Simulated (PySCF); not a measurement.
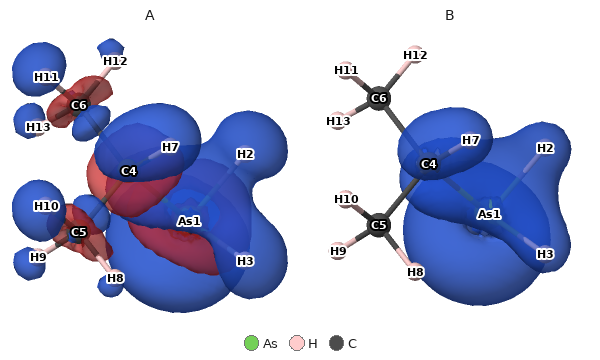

AsH2(iPr) (C3H9As). The Fukui function f⁻ from two separate SCF calculations and the density of the HOMO, at ±0.02 e/Å³ (blue positive, red negative).

Computed with PySCF, PBE0/def2-SVPD, geometry: GFN2-xTB. No frequency check shows the geometry to be a minimum. GFN2-xTB bond lengths at metals and heavier atoms can be off by up to 0.1 Å and shapes distorted, which carries into these values.

Cartesian coordinates (Å):

```
As1     -1.0171    0.0001   -0.0911
H2      -1.3895   -1.0544    0.9140
H3      -1.3881    1.0575    0.9133
C4       0.9237    0.0015    0.4242
C5       1.6006    1.2541   -0.1145
C6       1.5988   -1.2559   -0.1136
H7       0.9951    0.0017    1.5176
H8       1.1251    2.1504    0.2881
H9       1.5261    1.2882   -1.2025
H10      2.6565    1.2751    0.1551
H11      2.6548   -1.2781    0.1559
H12      1.1221   -2.1512    0.2895
H13      1.5244   -1.2906   -1.2016
```

**Which panel is which, and how good is the frozen-orbital picture?**

A is f⁻ (it has negative regions), B the HOMO density. The HOMO lies on As1 (67 %) and C4 (13 %); f⁻ (Hirshfeld-condensed) is largest on As1 (0.45); the vertical ionisation energy is 9.30 eV (the stability of the cation's solution wasn't checked). Relaxation shifts 28 % of the electron between atoms. The orbital energy is −7.20 eV.

Run time: 2.7 min on 1 thread of Arm Neoverse V1, on a shared host, peak memory 0.84 GiB.
